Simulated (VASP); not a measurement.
Band structure of GaP (space group F-43m). Level of theory: PBE GGA, VASP's PBE PAW potentials (set 64) (plane waves; VASP).

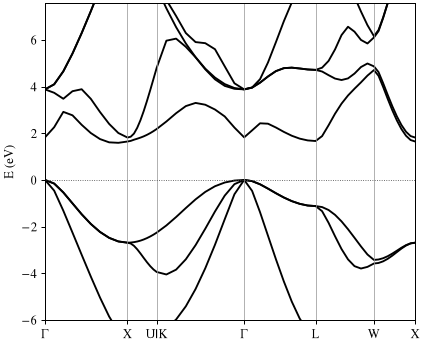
*Bands along high-symmetry lines, zero at the valence-band maximum or, without a gap, the Fermi level*

Read the plot: is there a gap, and where are the band edges?

The gap is indirect, 1.59 eV, from the valence maximum at Γ to the conduction minimum at Γ-X at 0.89.

The structure is a typed GaP crystal (F-43m). The cell was not relaxed at this level.
